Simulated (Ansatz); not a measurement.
CH3GeO (SMILES [CH3][Ge-]=[O]) (charge −1)

```tsv
atom	x (Å)	y (Å)	z (Å)
C	0.0718	0.8602	0.7499
Ge	0.1540	-0.7082	-0.6092
O	0.1143	-2.0776	0.3966
H	1.0916	1.0396	1.1389
H	-0.2954	1.8068	0.3132
H	-0.5650	0.5724	1.6040
```

Geometry: PBE0-D3(BJ)/def2-SVPD.

Computed with isolated molecule in a Gaussian basis; Kohn-Sham density functional theory, functional PBE0 (Ansatz).

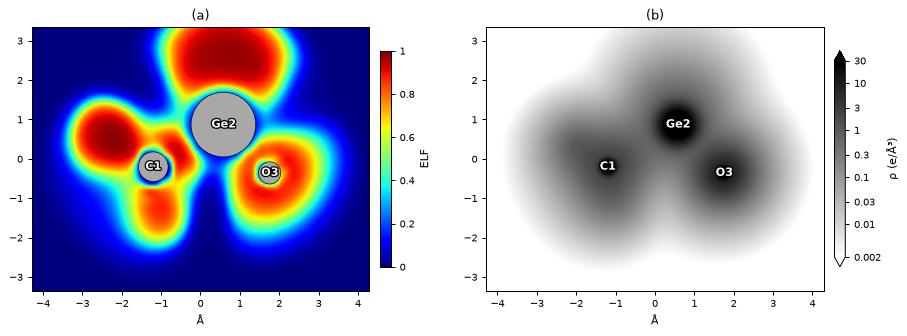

Figure 1. (a) ELF; (b) electron density on the plane of atoms C1, Ge2 and O3. Grey discs cover the atomic cores in the ELF map.

Read the bonding off the picture.

Answer. Atoms in the plane: C, Ge and O. Ge–O (1.70 Å): ρ is about 1.2 e/Å³ halfway; the ELF peaks at about 0.80 in the valence shell of O, 0.6 Å from its nucleus, and is about 0.30 at the midpoint. C–Ge (2.08 Å): the density is about 0.7 e/Å³ at the midpoint; the ELF peaks at about 0.95 in the valence shell of C, 0.7 Å from its nucleus, and is about 0.70 at the midpoint. The ELF also peaks beside O3, away from the bonds: lone-pair regions.

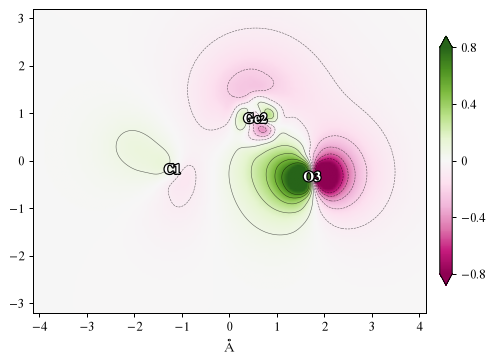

Figure 2. The HOMO−1 on the plane of atoms C1, Ge2 and O3 (values in Å⁻³ᐟ²; the overall sign is arbitrary).

Where does this orbital lie, and at what energy?

Answer. Its weight (Hirshfeld) is mainly on O3 (about 65 %) and Ge2 (about 30 %). Its energy is −2.04 eV.

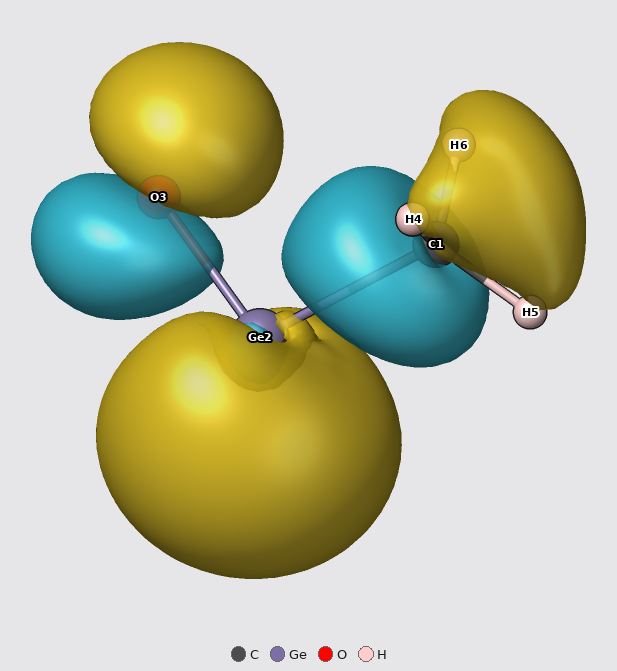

Figure 3. The HOMO at ±0.08 Å⁻³ᐟ² (yellow and cyan are the two phases), seen at a tilt.

Where does this orbital lie, and at what energy?

Answer. Its weight (Hirshfeld) is mainly on Ge2 (about 45 %), O3 (about 35 %) and C1 (about 20 %). Its energy is −0.21 eV.
